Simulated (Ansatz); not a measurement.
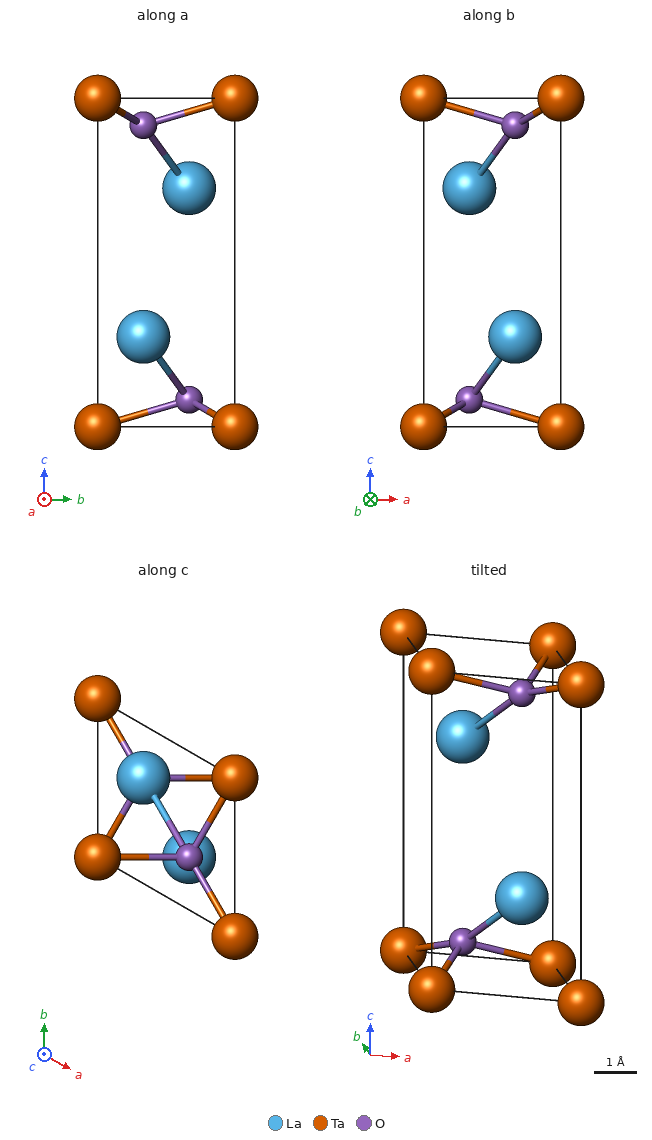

View along the a axis, along the b axis, along the c axis and slightly off an axis, drawn as a ball-and-stick model. Lines trace the edges of the conventional unit cell.

Lattice parameters: a = 3.797 Å, b = 3.797 Å, c = 7.869 Å, α = 90.00°, β = 90.00°, γ = 120.00°. Put a along x and b in the xy plane.

> Set out the cell and atoms as a POSCAR file, with free fractional coordinates to two decimals.

```
La Ta O
1.0
     3.797    0.000    0.000
    -1.899    3.289    0.000
     0.000    0.000    7.869
La Ta O
2 1 2
Direct
  0.6667 0.3333 0.27
  0.3333 0.6667 0.73
  0.00 0.00 0.00
  0.3333 0.6667 0.08
  0.6667 0.3333 0.92
```

The model was built from a structure type filled with these elements by a generator (whether the compound takes this form wasn't checked). The geometry was optimised with Ansatz 0.2.0, DFT PBE, scalar-relativistic, plane waves, PAW.
